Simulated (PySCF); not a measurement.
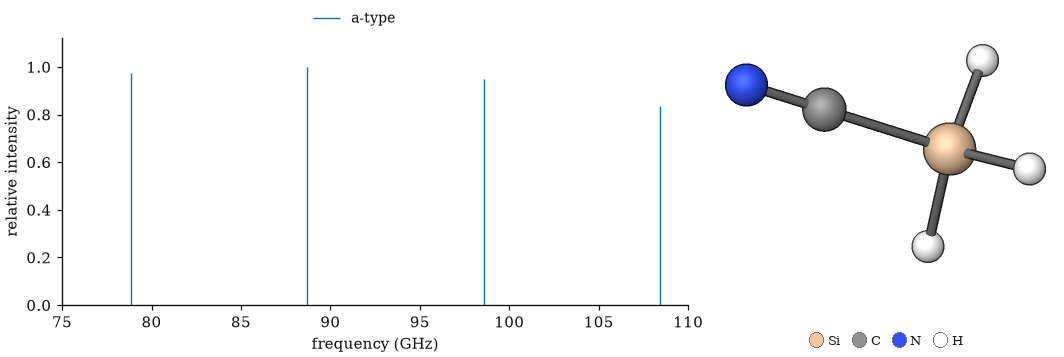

CH₃NSi, SMILES [SiH3]C#N. Simulated rotational absorption lines between 75 and 110 GHz at 12 K: rigid rotor with the equilibrium constants and dipole of one optimised conformer (PBE0-D3(BJ)/def2-SVP, PySCF 2.14.0), commonest isotopes; no centrifugal distortion, hyperfine structure, internal rotation or nuclear-spin weights; lines within 1 MHz of each other are summed. Lines of different type are drawn apart.

> What are the rotational constants, and what kind of rotor is it?

Rotational constants A, B, C = 83.27, 4.928, 4.928 GHz; Ray's κ = −1.00, a prolate symmetric top.

> Which dipole components drive the lines?

|μa|, |μb|, |μc| = 3.35, 0.00, 0.00 D; a-type lines carry 100 % of the intensity in this range.

Known limits of this run: coarse grid, loose stop and no frequency check, small forces are noise and the end may be a saddle.
